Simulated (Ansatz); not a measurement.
In doubt: one-shot GW on d or f shells is unsure (in some of the runs), so the values of those runs are not to be relied on.

System: LuBrO (layers cut from the bulk crystal).

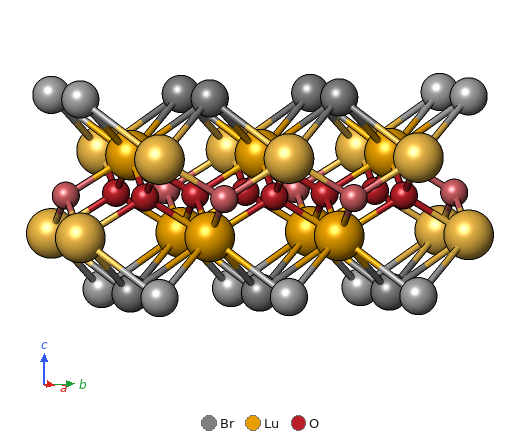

The structure (bromine grey, lutetium orange, oxygen red). 1×2×1 cells are drawn. Some periodic images of atoms are drawn too.

The cell holds 6 atoms: 2 Br, 2 Lu and 2 O. Cell: a = 3.697 Å, b = 3.697 Å, c = 34.200 Å, α = 90.0°, β = 90.0°, γ = 90.0°. It derives from LuBrO. Vacuum lies along c.

```xyz
6
Lattice="3.6969 0.0000 0.0000 0.0000 3.6969 0.0000 0.0000 0.0000 34.2000" Properties=species:S:1:pos:R:3
Br    1.8484    0.0000   14.3541
Lu    0.0000    1.8484   15.9841
O     1.8484    1.8484   17.1000
O     0.0000    0.0000   17.1000
Lu    1.8484    0.0000   18.2159
Br    0.0000    1.8484   19.8459
```

The structure was relaxed with PBEsol-D3(BJ). At the settings of the band run the largest force is still 0.08 eV/Å. The runs that relaxed it are not among those shown. Spin-orbit coupling is left out unless a run names it.

Gaps computed with Ansatz 0.2.0 without a self-energy: PBEsol 4.34 eV and HSE06 5.86 eV.

Estimate the G0W0@PBEsol gap with 6×6×1 mesh, 556 empty bands, screening to 65 eV, PAW set soft_1 files.

About 6.59 eV: on its mesh the run moves the gap from 4.34 eV by +2.25 eV. Among the scalar-relativistic levels given, HSE06 is nearest (−0.73 eV). Bands and cutoff are finite, so the gap is not at the basis limit. The miss can reach some tenths of an eV and take either sign; the mesh is an error of its own. The mesh in the plane is coarse for a sheet; gap and any exciton binding can still move on denser ones. The many-body steps are scalar-relativistic: spin-orbit coupling is not in them.

[Paths, hosts, dates, memory and timing lines, banners, echoed tables and standing remarks are left out of the program output.]

[Logs are printed without paths, hosts, clocks, repeated set-up lines and the standing remarks that a program may print on its own settings, such as how far it seeks lower states.]

[Runs of the session that timed out or met a known fault of the program may be left out.]

[Cells called generated may have been cut or substituted from an entry of the Crystallography Open Database or the Materials Project.]

[Hosts, paths, dates, database ids (printed as entryN), source tags and the programs' standing remarks are cut or masked in the printed files.]
